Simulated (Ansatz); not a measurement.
C4H4Be (SMILES [Be]1[CH]=CC=[CH]1)

```xyz
9

C    -1.6269    2.0812    1.2680
C    -0.4958    1.3629    1.4538
C    -0.1407    0.2427    0.4894
C    -0.9563   -0.0346   -0.5536
Be   -1.9956    1.1828   -0.0872
H    -1.9049    2.8888    1.9437
H     0.2095    1.5364    2.2799
H     0.7921   -0.3017    0.6974
H    -0.7257   -0.8315   -1.2593
```

Geometry: PBE0-D3(BJ)/def2-SVP.

The calculation used isolated molecule in a Gaussian basis; Kohn-Sham density functional theory, functional PBE0 (Ansatz 0.2.0).

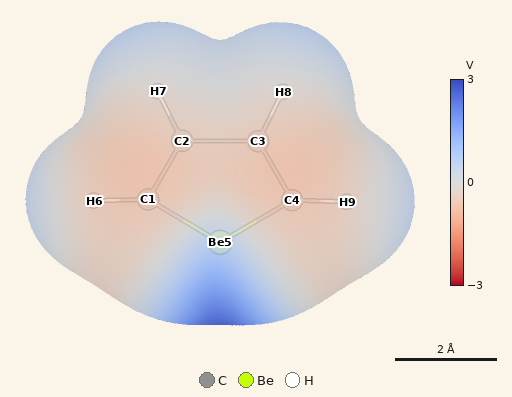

Figure 1. The molecular electrostatic potential painted on the density surface at 0.001 e/bohr³, seen across its widest extent; red is negative and blue positive.

**Where is the surface potential most negative and most positive?**

The most negative region (about −0.7 V) lies over the π face of C1, C2, C3 and C4, the most positive (about +2.5 V) over Be5.

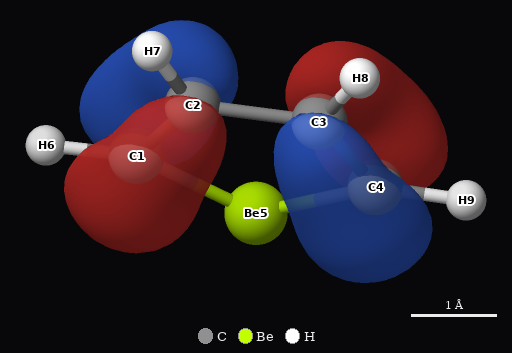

Figure 2. The HOMO at ±0.15 Å⁻³ᐟ² (red and blue are the two phases), seen at an oblique angle.

**Describe this orbital and give its energy.**

By Hirshfeld shares it lies mainly on C1 (about 25 %), C4 (about 25 %), C2 (about 20 %) and C3 (about 20 %); it changes sign across the molecular plane (π type); π-bonding across C1–C2 and C3–C4; π-antibonding (a node) across C2–C3. Its energy is −6.52 eV.

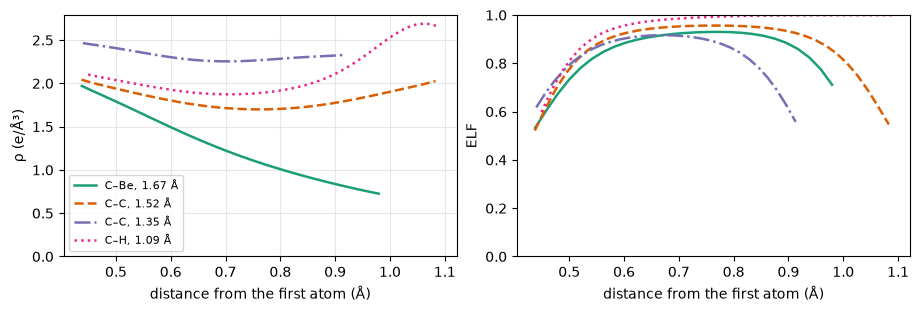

Figure 3. Total electron density and ELF along straight lines between neighbouring atoms. The curves leave out the atomic cores.

**Compare the contacts.**

C–Be (1.67 Å): ρ at the midpoint is about 0.95 e/Å³; the ELF peaks at about 0.95 between the atoms: a shared but strongly polarised pair.
C–C (1.52 Å): ρ is about 1.7 e/Å³ halfway; the ELF peaks at about 0.95 between the atoms: a covalent bond.
C–C (1.35 Å): ρ at the midpoint is about 2.3 e/Å³; the ELF peaks at about 0.90 between the atoms (localised, covalent bonding).
C–H (1.09 Å): ρ at the midpoint is about 2 e/Å³; the ELF climbs to about 1 towards the hydrogen, as it does in any bond to H; an ordinary covalent bond to hydrogen.
